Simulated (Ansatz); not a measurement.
**W: pressure series**

Start from W in the bcc (W type) structure (space group Im-3m, No. 229; a = 3.135 Å).

Cell and atoms are relaxed at each pressure.

Level of theory: Ansatz (a first-principles code) LDA, scalar-relativistic without spin-orbit coupling.

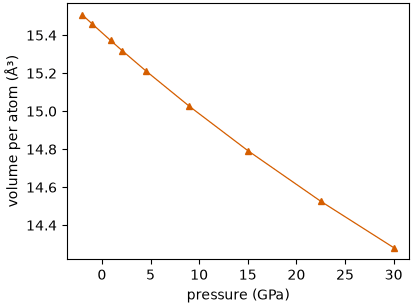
Volume against pressure

Question: Estimate the zero-pressure bulk modulus from the plot.

Answer: About 330 GPa; a third-order Birch–Murnaghan fit to the points gives V₀ = 15.41 Å³/atom, B₀ = 335 GPa and B₀′ = 4.2.

Load acts through the strain it causes; cell and atoms are relaxed under it. Stability against distortions was not tested. No other phases were tried under pressure. The final runs are not spin-polarised.
